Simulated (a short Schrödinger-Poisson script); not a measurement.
Structure: MOS inversion layer, Al2O3 on p-type Si(100), at 300 K.

```csv
layer,material,thickness (nm),Na (cm⁻³)
1,Al2O3,1.7,-
2,Si,740,3.4e17
```

Constants are typed, rounded textbook-type inputs, not results; the design itself was drawn at random and stands for no fabricated device. Al2O3: permittivity 9, conduction-band edge (eV) 2.7, gap (eV) 6.8, electron mass (mₑ) 0.3. Si: permittivity 11.7, conduction-band edge (eV) 0, gap (eV) 1.124, Nv at 300 K (cm⁻³) 3.1e19.

Channel valleys (confinement mass, in-plane density-of-states mass, number): Δ2 0.916, 0.19, 2; Δ4 0.19, 0.417, 4. At the gate the conduction-band edge of layer 1 lies 3.07 eV − eVg above the Fermi level of the channel; the field vanishes at the back. Gaps are held at their typed values at every temperature. Mesh 0.03 nm at interfaces.

From a short Schrödinger-Poisson script (our own, NumPy): 1D Poisson equation in equilibrium, electrons quantum, Hartree (BenDaniel-Duke, 12 states a valley, the channel's in-plane mass for all, wave functions free to enter the dielectric), parabolic valleys, classical holes, full ionisation, no traps, pinning or gate leakage.

Only gate voltages with over 1e8 electrons/cm² are shown.

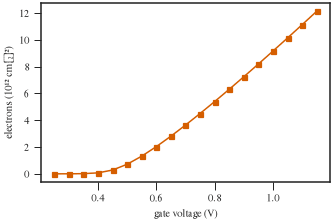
Sheet density against gate voltage

| Vg (V) | electrons (cm⁻²) | C (μF/cm²) | Δ2 E0 (meV) | Δ2 E1 (meV) | Δ4 E0 (meV) | Δ4 E1 (meV) |
|---|---|---|---|---|---|---|
| 0.25 | 3.87e8 | 0.183 | 257.4 | 312.6 | 300.9 | 391.9 |
| 0.3 | 2.30e9 | 0.188 | 210.9 | 267.2 | 255.2 | 348.2 |
| 0.35 | 1.35e10 | 0.242 | 164.7 | 222.2 | 209.8 | 304.8 |
| 0.4 | 7.18e10 | 0.507 | 120.8 | 179.7 | 166.9 | 263.9 |
| 0.45 | 2.83e11 | 1.14 | 84.4 | 145.3 | 132.1 | 231.2 |
| 0.5 | 7.16e11 | 1.76 | 58.8 | 122.6 | 108.8 | 210.1 |
| 0.55 | 1.32e12 | 2.17 | 41.0 | 108.3 | 93.7 | 197.4 |
| 0.6 | 2.03e12 | 2.42 | 27.7 | 98.7 | 83.3 | 189.2 |
| 0.65 | 2.81e12 | 2.60 | 17.0 | 91.8 | 75.5 | 183.5 |
| 0.7 | 3.64e12 | 2.73 | 8.0 | 86.5 | 69.3 | 179.4 |
| 0.75 | 4.50e12 | 2.83 | 0.0 | 82.3 | 64.1 | 176.2 |
| 0.8 | 5.40e12 | 2.91 | -7.1 | 78.8 | 59.7 | 173.7 |
| 0.85 | 6.31e12 | 2.97 | -13.7 | 75.8 | 55.8 | 171.6 |
| 0.9 | 7.25e12 | 3.03 | -19.8 | 73.3 | 52.2 | 169.8 |
| 0.95 | 8.20e12 | 3.08 | -25.6 | 71.0 | 49.0 | 168.4 |
| 1 | 9.17e12 | 3.12 | -31.1 | 69.0 | 46.0 | 167.1 |
| 1.05 | 1.01e13 | 3.16 | -36.4 | 67.2 | 43.2 | 166.0 |
| 1.1 | 1.11e13 | 3.19 | -41.5 | 65.6 | 40.5 | 165.1 |
| 1.15 | 1.21e13 | 3.22 | -46.4 | 64.1 | 37.9 | 164.2 |

Subbands count from the Fermi level.
